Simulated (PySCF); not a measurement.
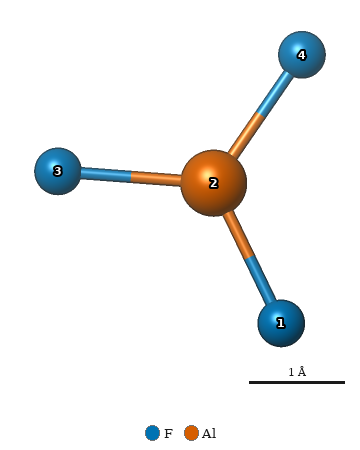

**Figure 1.** The structure as given in the input (ball-and-stick view, seen on its broad side; atoms are numbered from 1 in the order of the input). Sticks mark near contacts. Bond lengths as drawn: Al–F 1.64 Å.

## Excited-state calculation, with input and output: AlF$_{3}$

System: AlF$_{3}$ (Aluminum trifluoride), SMILES [F][Al]([F])[F].
Method: TDDFT PBE0/def2-TZVP, vertical, gas phase, core orbitals frozen in the response (PySCF 2.14.0).

The geometry comes from this level: PBE0-D3(BJ)/def2-SVP.

The input
```
{"job": {"kind": "uv", "xc": "PBE0", "basis": "def2-TZVP"}, "charge": 0, "multiplicity": 1}
F     -0.795061    -1.442628    -0.018345
Al     0.026694    -0.020086    -0.019376
F      1.669423    -0.019271    -0.017942
F     -0.797295     1.401095    -0.020517
```

The first line tells a small driver script what to run in PySCF; the rest is the geometry in Å.

Run on 1 CPU thread, shared host.

Launched with:
```bash
OMP_NUM_THREADS=1 python <driver script> task.json out
```

Output
```
coarse grid: 4888 points
cycle   1  E = -541.7632178949  dE =  1.323e-01  |g| = 9.906e-01  |ddm| = 2.025e+00
cycle   2  E = -541.5201412400  dE =  2.431e-01  |g| = 1.651e+00  |ddm| = 1.181e+00
cycle   3  E = -541.9179378117  dE = -3.978e-01  |g| = 1.589e-02  |ddm| = 7.111e-01
cycle   4  E = -541.9179621900  dE = -2.438e-05  |g| = 7.841e-03  |ddm| = 1.570e-02
cycle   5  E = -541.9179683449  dE = -6.155e-06  |g| = 1.470e-03  |ddm| = 2.990e-03
final grid: 46704 points
cycle   6  E = -541.9316922848  dE = -5.000e-05  |g| = 4.053e-03  |ddm| = 1.351e-02
cycle   7  E = -541.9316900140  dE =  2.271e-06  |g| = 5.657e-03  |ddm| = 3.531e-03
cycle   8  E = -541.9316944211  dE = -4.407e-06  |g| = 4.062e-04  |ddm| = 2.210e-03
cycle   9  E = -541.9316944417  dE = -2.060e-08  |g| = 1.192e-04  |ddm| = 2.343e-04
cycle  10  E = -541.9316944432  dE = -1.499e-09  |g| = 5.829e-05  |ddm| = 6.088e-05
cycle  11  E = -541.9316944437  dE = -4.705e-10  |g| = 4.158e-06  |ddm| = 2.820e-05
```

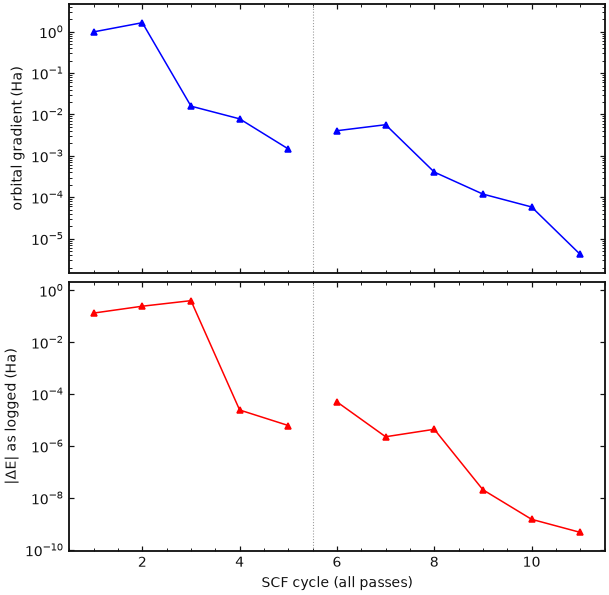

**Figure 2.** Convergence of the self-consistent field: orbital gradient and size of the energy change against the SCF cycle. The dotted line marks the change from a coarse to the final integration grid. The first 5 cycles use a coarse grid, the final grid takes over at cycle 6, and the field converges after 11 cycles in all.

```
converged SCF energy = -541.9316944437

Static polarisability (au): isotropic 18.211, principal 16.426 19.096 19.112

Singlet excitations
state   eV       nm        f      main configurations
  1   8.3713    148.1   0.00000   H->L 0.99
  2   8.8071    140.8   0.00000   H-1->L 0.99
  3   8.8103    140.7   0.00000   H-2->L 0.99
  4   9.1315    135.8   0.06647   H-4->L 0.61, H-3->L 0.36
  5   9.1318    135.8   0.06633   H-3->L 0.61, H-4->L 0.36
  6   9.5065    130.4   0.16428   H-5->L 0.99
  7   9.8530    125.8   0.00000   H->L+1 0.99
  8  10.0736    123.1   0.01902   H-6->L 0.82, H-1->L+1 0.16
  9  10.0762    123.0   0.01935   H-7->L 0.82, H-2->L+1 0.16
 10  10.4984    118.1   0.00000   H-3->L+1 0.74, H-4->L+1 0.25

Triplet excitations (Tamm-Dancoff, eV): 8.1294 8.5144 8.5171 8.7465
```

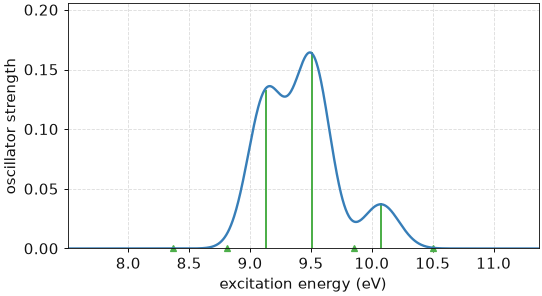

**Figure 3.** Computed excitations as sticks (degenerate states added up, dark ones marked on the axis), with a Gaussian envelope of 0.35 eV full width at half maximum, scaled to the tallest. Of the 10 states the lowest lies at 8.37 eV (f = 0.000); the strongest line is at 9.51 eV, or 130 nm (f = 0.164).

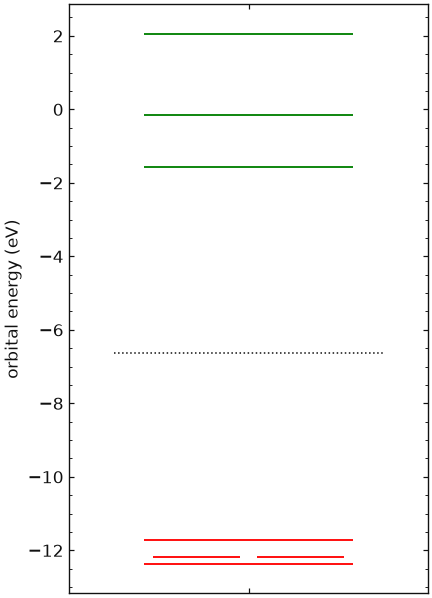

**Figure 4.** Orbital energies near the frontier; the dotted line parts filled from empty levels, and levels within 0.02 eV of each other stand side by side. Highest filled −11.71 eV, lowest empty −1.58 eV, 10.13 eV apart.

Results in brief

```tsv
quantity	value
outcome	converged
total energy	−541.931694 hartree
HOMO	−11.71 eV
LUMO	−1.58 eV
dipole moment	0.01 D
mean polarisability	18.21 a.u.
lowest singlet excitation	8.37 eV
wall time	6.5 s
peak memory	0.43 GiB
```
